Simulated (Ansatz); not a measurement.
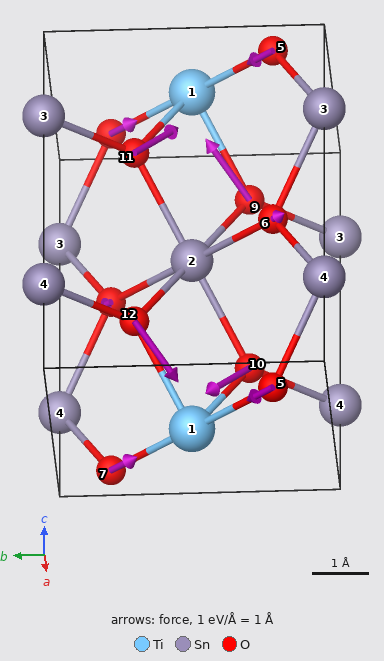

Starting geometry of a crystal of TiSn$_{3}$O$_{8}$ (a generated structure, set up in Cmmm) (coarse preliminary run) with the computed forces as purple arrows. A ball-and-stick model of the cell of the calculation, seen from a free direction.

All numbers below come from Ansatz 0.2.0, DFT PBE, scalar-relativistic, plane waves, PAW.

The input:
```yaml
crystal:
  lattice:
    - [3.55429226, -3.55429226, 0.0]
    - [3.55429226, 3.55429226, 0.0]
    - [0.0, 0.0, 6.76734669]
  atoms:
    - { symbol: Ti, position: [0.5, 0.5, 0.0], spin: 1.0 }
    - { symbol: Sn, position: [0.5, 0.5, 0.5] }
    - { symbol: Sn, position: [0.0, 0.0, 0.75] }
    - { symbol: Sn, position: [0.0, 0.0, 0.25] }
    - { symbol: O, position: [0.19402771, 0.19402771, 0.0] }
    - { symbol: O, position: [0.19402771, 0.19402771, 0.5] }
    - { symbol: O, position: [0.80597229, 0.80597229, 0.0] }
    - { symbol: O, position: [0.80597229, 0.80597229, 0.5] }
    - { symbol: O, position: [0.69402771, 0.30597229, 0.75] }
    - { symbol: O, position: [0.69402771, 0.30597229, 0.25] }
    - { symbol: O, position: [0.30597229, 0.69402771, 0.75] }
    - { symbol: O, position: [0.30597229, 0.69402771, 0.25] }
basis:
  ecutwfc: 420
kpoints:
  mp_grid: { grid: [4, 4, 4] }
hamiltonian:
  xc: pbe
scf:
  occupations: { method: gaussian, width: 0.1 }
  lower_state_search: "off"
output:
  forces: true
  stress: true
  eigenvalues: true
  populations: true
magnetization:
  spin_polarized: true
relax:
  adjacent_minimum: "off"
  f_tol: 0.04
  max_steps: 70
  cell: { stress_tol: 0.4 }
```

Command:
```bash
ansatz run input.yaml --threads 4 --pin off --max-ram 8192MiB --backend cpu --events-out ev --progress --plain --runs-dir out
```

What follows when this structure is relaxed?

It isn't relaxed: the largest force vector, on O atoms, is 1.37 eV/Å. The atoms end up moving mostly along the starting forces (cosine between the two patterns 0.87). After 4 accepted moves (6 points after the start) the energy has fallen by 196 meV per atom. The largest force component goes from 1.1 to 0.017 eV/Å. Pressure: −21.25 GPa at the start and −0.01 GPa at the end. At 2 points the geometry stayed and the basis and grid were re-selected for the new cell (energy shift of 4.6 meV per atom at most each time). The largest moves relative to the cell, 0.080 Å, are those of O9, O10, O11 and O12. O9 goes along [−1 1 3]. By element the largest moves are O 0.080 Å, Sn 0.030 Å. Ti stays in place. The drawn cell changes as follows: a = b 5.027 → 4.778 Å (−4.9 %), c 6.767 → 6.361 Å (−6.0 %), γ 90.0° → 90.1°; the volume changes by −15.1 %. Some distances before and after: Ti1–O10 2.183 → 1.985 Å, Ti1–O5 2.175 → 2.005 Å, Sn2–O6 2.175 → 2.068 Å, Sn3–O5 2.183 → 2.077 Å. Bond angles that change, for instance: O5–Sn3–O7 78.4° → 82.6°, Sn3–O7–Sn4 101.6° → 97.4°, O9–Sn2–O10 101.6° → 104.8°. The space group stays Cmmm (No. 65). The program noted that the starting moments weren't kept.
